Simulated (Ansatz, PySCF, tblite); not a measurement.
Dissociation curve of HCl (cation, charge +1), doublet.

Levels of theory: UCCSD = CCSD on UHF/cc-pVTZ, 5 core orbitals frozen (PySCF); UKS-PBE = unrestricted PBE/cc-pVTZ in Ansatz (a program for electronic structure); UKS-B3LYP/3-21G = unrestricted B3LYP/3-21G (PySCF); GFN2-xTB, 300 K electronic temperature (tblite).

Energies are in kJ/mol, each relative to the lowest point of its own curve near equilibrium.

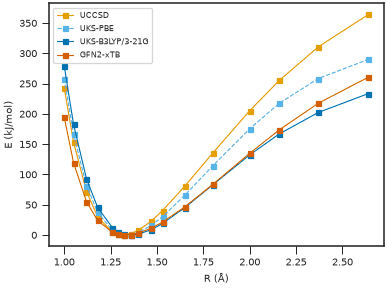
*Energy against bond length for each method.*

```json
[
 {"R / Å": "1.00", "UCCSD": "242.7", "UKS-PBE": "257.9", "UKS-B3LYP/3-21G": "279.0", "GFN2-xTB": "194.5"},
 {"R / Å": "1.05", "UCCSD": "153.6", "UKS-PBE": "166.7", "UKS-B3LYP/3-21G": "182.8", "GFN2-xTB": "119.5"},
 {"R / Å": "1.12", "UCCSD": "71.6", "UKS-PBE": "81.5", "UKS-B3LYP/3-21G": "92.7", "GFN2-xTB": "54.8"},
 {"R / Å": "1.18", "UCCSD": "30.3", "UKS-PBE": "37.3", "UKS-B3LYP/3-21G": "45.5", "GFN2-xTB": "23.9"},
 {"R / Å": "1.26", "UCCSD": "4.3", "UKS-PBE": "7.3", "UKS-B3LYP/3-21G": "11.9", "GFN2-xTB": "4.3"},
 {"R / Å": "1.29", "UCCSD": "0.8", "UKS-PBE": "2.3", "UKS-B3LYP/3-21G": "5.5", "GFN2-xTB": "1.3"},
 {"R / Å": "1.32", "UCCSD": "0.0", "UKS-PBE": "0.0", "UKS-B3LYP/3-21G": "1.7", "GFN2-xTB": "0.0"},
 {"R / Å": "1.36", "UCCSD": "2.3", "UKS-PBE": "0.3", "UKS-B3LYP/3-21G": "0.0", "GFN2-xTB": "0.5"},
 {"R / Å": "1.40", "UCCSD": "7.8", "UKS-PBE": "3.9", "UKS-B3LYP/3-21G": "1.3", "GFN2-xTB": "3.1"},
 {"R / Å": "1.47", "UCCSD": "23.1", "UKS-PBE": "15.9", "UKS-B3LYP/3-21G": "8.8", "GFN2-xTB": "11.3"},
 {"R / Å": "1.53", "UCCSD": "40.2", "UKS-PBE": "30.3", "UKS-B3LYP/3-21G": "18.9", "GFN2-xTB": "21.2"},
 {"R / Å": "1.65", "UCCSD": "80.6", "UKS-PBE": "65.5", "UKS-B3LYP/3-21G": "45.1", "GFN2-xTB": "46.3"},
 {"R / Å": "1.80", "UCCSD": "135.0", "UKS-PBE": "113.8", "UKS-B3LYP/3-21G": "82.6", "GFN2-xTB": "83.3"},
 {"R / Å": "2.00", "UCCSD": "205.2", "UKS-PBE": "175.4", "UKS-B3LYP/3-21G": "132.3", "GFN2-xTB": "134.8"},
 {"R / Å": "2.16", "UCCSD": "255.3", "UKS-PBE": "217.6", "UKS-B3LYP/3-21G": "166.9", "GFN2-xTB": "173.6"},
 {"R / Å": "2.37", "UCCSD": "310.7", "UKS-PBE": "258.3", "UKS-B3LYP/3-21G": "202.3", "GFN2-xTB": "217.5"},
 {"R / Å": "2.64", "UCCSD": "364.0", "UKS-PBE": "289.9", "UKS-B3LYP/3-21G": "233.5", "GFN2-xTB": "260.5"}
]
```

At the longest distance, 2.64 Å, UCCSD lies highest above its minimum (364.0 kJ/mol) and UKS-B3LYP/3-21G lowest (233.5 kJ/mol).

The scan ran from 1.00 to 5.29 Å; beyond the distances shown one of the unrestricted levels run for this scan, shown here or not, changes its spin distribution in one step. The unrestricted determinant behind UCCSD is spin-contaminated at 2.00 to 2.64 Å (<S²> up to 1.6, against 0.75 for a pure doublet). The unrestricted determinant behind UKS-PBE is spin-contaminated at 2.37 to 2.64 Å (<S²> up to 1.1, against 0.75 for a pure doublet). The unrestricted determinant behind UKS-B3LYP/3-21G is spin-contaminated at 2.16 to 2.64 Å (<S²> up to 1.1, against 0.75 for a pure doublet).
